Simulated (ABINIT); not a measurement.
# CdS (Hawleyite): Raman and infrared activity

Aim: Raman and infrared lines of CdS (Hawleyite).

Method: DFT LDA, scalar-relativistic, plane waves, PseudoDojo norm-conserving pseudopotentials, in ABINIT 10.8.3.

## Step 1: The structure

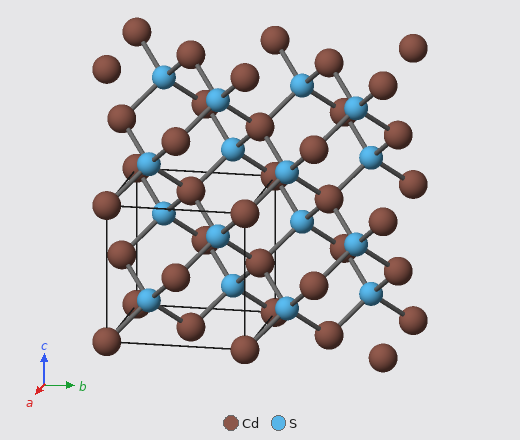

The starting structure, seen slightly off an axis (cadmium brown, sulfur blue). 1×2×2 cells are drawn. This picture shows the conventional cell, with its axes. Bonds to atoms that aren't drawn are left out. Some periodic images of atoms are drawn too.

## Step 2: A probe with smearing

A first run with smearing and empty bands tells whether the crystal has a gap, which decides between fixed occupations and smearing later on.

Contents of probe.abi:

```
# ground state
tolvrs 1.0d-08
prtden 1
prtwf 1

# basis, mesh and filling
ecut 47.0
ngkpt 6 6 6
nshiftk 1
shiftk 0.0 0.0 0.0
istwfk *1
occopt 7
tsmear 0.005
nband 20
nstep 100
diemac 9.0
prtebands 0
prtgsr 0

# cell and atoms
acell 3*1.0 Angstrom
rprim 
    -2.9165 0.0 2.9165
    0.0 2.9165 2.9165
    -2.9165 2.9165 0.0
ntypat 2
znucl 48 16
natom 2
typat 1 2
xred 
    0.0 0.0 0.0
    0.25 0.25 0.25
pp_dirpath "./pseudo"
pseudos "Cd.upf, S.upf"
```

Run with:

```bash
$ OMP_NUM_THREADS=1 mpirun -n 8 abinit probe.abi > probe.log
```

Numbers of over 12 decimals in the logs are rounded to 6 here.

probe.abo, the main output file:

```text
[banners, grids, parts of the stress and lines that vanish by symmetry left out]
- input  file    -> probe.abi
- output file    -> probe.abo
- root for input  files -> probei
[...]
Symmetries : space group F-4 3 m (#216); Bravais cF (face-center cubic)
[...]
mpw =        5188          nfft =      125000          nkpt =          16
[...]
== DATASET  1 ==================================================================
[...]
cutoff_energies: {ecut:  47.0, pawecutdg:  -1.0, }
[...]
ETOT  1  -183.70272598709    -1.837E+02 4.047E+00 7.053E+03
 ETOT  2  -184.76845546569    -1.066E+00 4.424E-02 1.445E+04
 ETOT  3  -186.19846309848    -1.430E+00 2.755E-02 1.743E+03
 ETOT  4  -186.31581109441    -1.173E-01 1.292E-02 7.002E+02
 ETOT  5  -186.37228935783    -5.648E-02 4.973E-03 1.471E+02
[...]
ETOT 10  -186.38862933785    -2.664E-08 2.176E-04 6.985E-07
 ETOT 11  -186.38862933799    -1.494E-10 2.434E-04 8.740E-09
 At SCF step   11       vres2   =  8.74E-09 < tolvrs=  1.00E-08 =>converged.
[...]
sigma(1 1)=  9.38578155E-05  sigma(3 2)=  0.00000000E+00
  sigma(2 2)=  9.38578155E-05  sigma(3 1)=  0.00000000E+00
  sigma(3 3)=  9.38578155E-05  sigma(2 1)=  0.00000000E+00
[...]
convergence: {deltae: -1.494E-10, res2:  8.740E-09, residm:  2.434E-04, diffor: null, }
etotal    :  -1.86388629E+02
[...]
sigma(1 1)=  9.38578155E-05  sigma(3 2)=  0.00000000E+00
  sigma(2 2)=  9.38578155E-05  sigma(3 1)=  0.00000000E+00
  sigma(3 3)=  9.38578155E-05  sigma(2 1)=  0.00000000E+00
[...]
- sigma(1 1)=  2.76139227E+00  sigma(3 2)=  0.00000000E+00
- sigma(2 2)=  2.76139227E+00  sigma(3 1)=  0.00000000E+00
- sigma(3 3)=  2.76139227E+00  sigma(2 1)=  0.00000000E+00
[...]
fcart     -0.0000000000E+00 -0.0000000000E+00 -0.0000000000E+00
           strten      9.3857815454E-05  9.3857815454E-05  9.3857815454E-05
================================================================================

[key lines of the parts left out:]
pressure_GPa:  -2.7614E+00
```

Run time: 21 s. Hardware: 8 MPI ranks of Arm Neoverse N1, shared host; 2.7 min of CPU time.

Read from the output:

```
volume per atom   : 24.81 Å³
pressure          : -2.761 GPa
gap on the k-mesh : 0.8602 eV
```

A gap of 0.86 eV opens on this mesh, so the crystal is taken as an insulator; the printed pressure holds the stress of the finite basis too.

## Step 3: Relaxing the cell and atoms

The harmonic expansion needs vanishing forces, and a free crystal bears no stress, so cell and atoms are brought to rest. Stress is more sensitive to the basis than forces are: the last 3 Ha under the cutoff are smoothed with ecutsm, and the cutoff is raised above that of the later runs.

Contents of relax.abi:

```
# relaxation
ionmov 2
optcell 2
dilatmx 1.08
ntime 40
tolmxf 1.0d-05
tolvrs 1.0d-14
prtwf 0
prtden 0
chksymtnons 0

# basis, mesh and filling
ecut 57.0
ecutsm 3.0
ngkpt 8 8 8
nshiftk 1
shiftk 0.0 0.0 0.0
istwfk *1
occopt 1
nband 13
nstep 100
diemac 9.0
prtebands 0
prtgsr 0

# cell and atoms
acell 3*1.0 Angstrom
rprim 
    -2.9165 0.0 2.9165
    0.0 2.9165 2.9165
    -2.9165 2.9165 0.0
ntypat 2
znucl 48 16
natom 2
typat 1 2
xred 
    0.0 0.0 0.0
    0.25 0.25 0.25
pp_dirpath "./pseudo"
pseudos "Cd.upf, S.upf"
```

Run with:

```bash
$ OMP_NUM_THREADS=1 mpirun -n 8 abinit relax.abi > relax.log
```

relax.abo, the main output file:

```text
[banners, grids, parts of the stress and lines that vanish by symmetry left out]
- input  file    -> relax.abi
- output file    -> relax.abo
- root for input  files -> relaxi
[...]
Symmetries : space group F-4 3 m (#216); Bravais cF (face-center cubic)
[...]
mpw =        8705          nfft =      216000          nkpt =          29
[...]
== DATASET  1 ==================================================================
[...]
cutoff_energies: {ecut:  57.0, pawecutdg:  -1.0, }
[...]
ETOT  1  -175.25196444751    -1.753E+02 4.720E+00 8.693E+04
 ETOT  2  -177.42416992841    -2.172E+00 3.398E+00 1.669E+05
 ETOT  3  -184.92178131524    -7.498E+00 1.019E+00 2.597E+04
 ETOT  4  -185.89519087801    -9.734E-01 1.327E-01 9.925E+03
 ETOT  5  -186.12436775058    -2.292E-01 2.120E-02 5.009E+03
[...]
At SCF step   43       vres2   =  5.38E-16 < tolvrs=  1.00E-14 =>converged.
[...]
sigma(1 1)=  8.19369848E-05  sigma(3 2)=  0.00000000E+00
  sigma(2 2)=  8.19369848E-05  sigma(3 1)=  0.00000000E+00
  sigma(3 3)=  8.19369848E-05  sigma(2 1)=  0.00000000E+00
[...]
convergence: {deltae: -7.731E-12, res2:  5.376E-16, residm:  1.122E-13, diffor: null, }
etotal    :  -1.86388989E+02
[...]
ETOT  1  -186.38436635255    -1.864E+02 2.270E+00 1.011E+02
[...]
At SCF step   14       vres2   =  7.32E-15 < tolvrs=  1.00E-14 =>converged.
[...]
sigma(1 1)=  6.74559992E-05  sigma(3 2)=  0.00000000E+00
  sigma(2 2)=  6.74559992E-05  sigma(3 1)=  0.00000000E+00
  sigma(3 3)=  6.74559992E-05  sigma(2 1)=  0.00000000E+00
[...]
convergence: {deltae:  2.450E-11, res2:  7.324E-15, residm:  4.278E-15, diffor: null, }
etotal    :  -1.86389174E+02
[...]
ETOT  1  -186.30473453207    -1.863E+02 6.944E-02 1.891E+03
[...]
At SCF step   15       vres2   =  9.43E-15 < tolvrs=  1.00E-14 =>converged.
[...]
sigma(1 1)= -4.38061189E-06  sigma(3 2)=  0.00000000E+00
  sigma(2 2)= -4.38061189E-06  sigma(3 1)=  0.00000000E+00
  sigma(3 3)= -4.38061189E-06  sigma(2 1)=  0.00000000E+00
[...]
convergence: {deltae:  7.446E-12, res2:  9.430E-15, residm:  6.477E-15, diffor: null, }
etotal    :  -1.86389529E+02
[...]
ETOT  1  -186.38916993108    -1.864E+02 8.760E-07 7.517E+00
[...]
At SCF step   13       vres2   =  4.75E-15 < tolvrs=  1.00E-14 =>converged.
[...]
sigma(1 1)=  2.05468648E-07  sigma(3 2)=  0.00000000E+00
  sigma(2 2)=  2.05468648E-07  sigma(3 1)=  0.00000000E+00
  sigma(3 3)=  2.05468648E-07  sigma(2 1)=  0.00000000E+00
[...]
convergence: {deltae:  2.444E-12, res2:  4.752E-15, residm:  1.373E-15, diffor: null, }
etotal    :  -1.86389530E+02
[...]
ETOT  1  -186.38952916521    -1.864E+02 1.909E-09 1.500E-02
[...]
ETOT 10  -186.38952988037     4.150E-12 2.305E-15 2.871E-14
 ETOT 11  -186.38952988037     4.064E-12 1.347E-16 6.954E-16
 At SCF step   11       vres2   =  6.95E-16 < tolvrs=  1.00E-14 =>converged.
[...]
sigma(1 1)=  5.65135917E-10  sigma(3 2)=  0.00000000E+00
  sigma(2 2)=  5.65135919E-10  sigma(3 1)=  0.00000000E+00
  sigma(3 3)=  5.65135919E-10  sigma(2 1)=  0.00000000E+00
[...]
convergence: {deltae:  4.064E-12, res2:  6.954E-16, residm:  1.347E-16, diffor: null, }
etotal    :  -1.86389530E+02
[...]
At Broyd/MD step   5, gradients are converged :
[...]
sigma(1 1)=  5.65135917E-10  sigma(3 2)=  0.00000000E+00
  sigma(2 2)=  5.65135919E-10  sigma(3 1)=  0.00000000E+00
  sigma(3 3)=  5.65135919E-10  sigma(2 1)=  0.00000000E+00
[...]
- sigma(1 1)=  1.66268727E-05  sigma(3 2)=  0.00000000E+00
- sigma(2 2)=  1.66268728E-05  sigma(3 1)=  0.00000000E+00
- sigma(3 3)=  1.66268728E-05  sigma(2 1)=  0.00000000E+00
[...]
fcart     -0.0000000000E+00 -0.0000000000E+00 -0.0000000000E+00
           strten      5.6513591723E-10  5.6513591896E-10  5.6513591896E-10
================================================================================

[key lines of the parts left out:]
pressure_GPa:  -1.6627E-05
Total energy (etotal) [Ha]= -1.86389529880368E+02
```

The job ended after 5.5 min (8 MPI ranks; 44 min of CPU time).

Relaxation path:

| step | energy less that of the first step (eV) | largest force (eV/Å) | volume (Å³) |
| --- | --- | --- | --- |
| 1 | 0.0000 | 0.0000 | 49.62 |
| 2 | -0.0050 | 0.0000 | 49.25 |
| 3 | -0.0147 | 0.0000 | 47.64 |
| 4 | -0.0147 | 0.0000 | 47.73 |
| 5 | -0.0147 | 0.0000 | 47.73 |

| conventional cell, symmetrised | before | after | change |
| --- | --- | --- | --- |
| a (Å) | 5.833 | 5.758 | -1.3 % |
| b (Å) | 5.833 | 5.758 | -1.3 % |
| c (Å) | 5.833 | 5.758 | -1.3 % |
| volume (Å³/atom) | 24.81 | 23.87 | -3.8 % |

The relaxed structure:

```xyz
2
Lattice="-2.8791 0.0000 2.8791 0.0000 2.8791 2.8791 -2.8791 2.8791 0.0000" Properties=species:S:1:pos:R:3 pbc="T T T"
Cd    0.0000    0.0000    0.0000
S    -1.4395    1.4395    1.4395
```

Read from the output:

| Quantity | Value |
| --- | --- |
| volume per atom | 23.87 Å³ |
| pressure | -1.66e-5 GPa |

The volume changes by -3.8 % in this run and stands -3.8 % from the first cell.

## Step 4: Self-consistent run for the response

The response is built on these wavefunctions, so the potential is converged far more tightly than an energy would need. The mesh is shifted off Γ, since shifted meshes converge sums over the zone faster.

Contents of gs.abi:

```
# ground state
tolvrs 1.0d-16
prtden 1
prtwf 1

# basis, mesh and filling
ecut 47.0
ngkpt 6 6 6
nshiftk 4
shiftk 
    0.5 0.5 0.5
    0.5 0.0 0.0
    0.0 0.5 0.0
    0.0 0.0 0.5
istwfk *1
occopt 1
nband 13
nstep 100
diemac 9.0
prtebands 0
prtgsr 0

# cell and atoms
acell 3*1.0 Angstrom
rprim 
    -2.879088923 0.0 2.879088923
    0.0 2.879088923 2.879088923
    -2.879088923 2.879088923 0.0
ntypat 2
znucl 48 16
natom 2
typat 1 2
xred 
    0.0 0.0 0.0
    0.25 0.25 0.25
pp_dirpath "./pseudo"
pseudos "Cd.upf, S.upf"
```

Run with:

```bash
$ OMP_NUM_THREADS=1 mpirun -n 8 abinit gs.abi > gs.log
```

gs.abo, the main output file:

```text
[banners, grids, parts of the stress and lines that vanish by symmetry left out]
- input  file    -> gs.abi
- output file    -> gs.abo
- root for input  files -> gsi
[...]
Symmetries : space group F-4 3 m (#216); Bravais cF (face-center cubic)
[...]
mpw =        4975          nfft =      110592          nkpt =          28
[...]
== DATASET  1 ==================================================================
[...]
cutoff_energies: {ecut:  47.0, pawecutdg:  -1.0, }
[...]
ETOT  1  -176.25515267095    -1.763E+02 4.497E+00 4.044E+04
 ETOT  2  -178.19788384631    -1.943E+00 2.748E+00 7.931E+04
 ETOT  3  -185.10623373214    -6.908E+00 1.091E+00 1.200E+04
 ETOT  4  -185.91986656207    -8.136E-01 6.941E-02 4.918E+03
 ETOT  5  -186.15457314898    -2.347E-01 3.386E-03 2.327E+03
[...]
ETOT 36  -186.38929493247     5.400E-13 2.323E-17 7.948E-16
 ETOT 37  -186.38929493246     5.116E-12 7.737E-18 1.884E-17
 At SCF step   37       vres2   =  1.88E-17 < tolvrs=  1.00E-16 =>converged.
[...]
sigma(1 1)=  1.26021775E-05  sigma(3 2)=  0.00000000E+00
  sigma(2 2)=  1.26021775E-05  sigma(3 1)=  0.00000000E+00
  sigma(3 3)=  1.26021775E-05  sigma(2 1)=  0.00000000E+00
[...]
convergence: {deltae:  5.116E-12, res2:  1.884E-17, residm:  7.737E-18, diffor: null, }
etotal    :  -1.86389295E+02
[...]
sigma(1 1)=  1.26021775E-05  sigma(3 2)=  0.00000000E+00
  sigma(2 2)=  1.26021775E-05  sigma(3 1)=  0.00000000E+00
  sigma(3 3)=  1.26021775E-05  sigma(2 1)=  0.00000000E+00
[...]
- sigma(1 1)=  3.70768864E-01  sigma(3 2)=  0.00000000E+00
- sigma(2 2)=  3.70768864E-01  sigma(3 1)=  0.00000000E+00
- sigma(3 3)=  3.70768864E-01  sigma(2 1)=  0.00000000E+00
[...]
fcart     -0.0000000000E+00 -0.0000000000E+00 -0.0000000000E+00
           strten      1.2602177540E-05  1.2602177540E-05  1.2602177540E-05
================================================================================

[key lines of the parts left out:]
pressure_GPa:  -3.7077E-01
```

Elapsed: 61 s, on 8 MPI ranks.

This step gave:

```yaml
pressure: -0.3708 GPa
```

The cell stands at -0.37 GPa: the relaxation ran with a smoothed and higher cutoff and on another k mesh.

## Step 5: Empty bands

Empty bands on the ground state's density check that the gap assumed so far is there in this cell.

Contents of gap.abi:

```
# empty bands on the ground state's density
iscf -2
getden_filepath "gso_DEN"
tolwfr 1.0d-12
nbdbuf 2
prtwf 0

# basis, mesh and filling
ecut 47.0
ngkpt 8 8 8
nshiftk 1
shiftk 0.0 0.0 0.0
istwfk *1
occopt 1
nband 17
nstep 100
diemac 9.0
prtebands 0
prtgsr 0

# cell and atoms
acell 3*1.0 Angstrom
rprim 
    -2.879088923 0.0 2.879088923
    0.0 2.879088923 2.879088923
    -2.879088923 2.879088923 0.0
ntypat 2
znucl 48 16
natom 2
typat 1 2
xred 
    0.0 0.0 0.0
    0.25 0.25 0.25
pp_dirpath "./pseudo"
pseudos "Cd.upf, S.upf"
```

Run with:

```bash
$ OMP_NUM_THREADS=1 mpirun -n 8 abinit gap.abi > gap.log
```

gap.abo, the main output file:

```text
[banners, grids, parts of the stress and lines that vanish by symmetry left out]
- input  file    -> gap.abi
- output file    -> gap.abo
- root for input  files -> gapi
[...]
Symmetries : space group F-4 3 m (#216); Bravais cF (face-center cubic)
[...]
mpw =        4988          nfft =      110592          nkpt =          29
[...]
== DATASET  1 ==================================================================
[...]
cutoff_energies: {ecut:  47.0, pawecutdg:  -1.0, }
[...]
-outvars: echo values of variables after computation
            acell      1.8897261259E+00  1.8897261259E+00  1.8897261259E+00 Bohr
================================================================================
```

The job ended after 21 s (8 MPI ranks).

This step gave:

| Property | Result |
| --- | --- |
| gap on the k-mesh | 0.9440 eV |

In this cell the gap on the mesh is 0.94 eV, direct, so fixed occupations hold.

[end of part 1 of 2]

[Host names and launcher messages were left out of these logs when they were recorded.]

[Logs are printed without paths, hosts, clocks, repeated set-up lines and the standing remarks that a program may print on its own settings, such as how far it seeks lower states.]

[Hosts, paths, dates, database ids (printed as entryN), source tags and the programs' standing remarks are cut or masked in the printed files.]
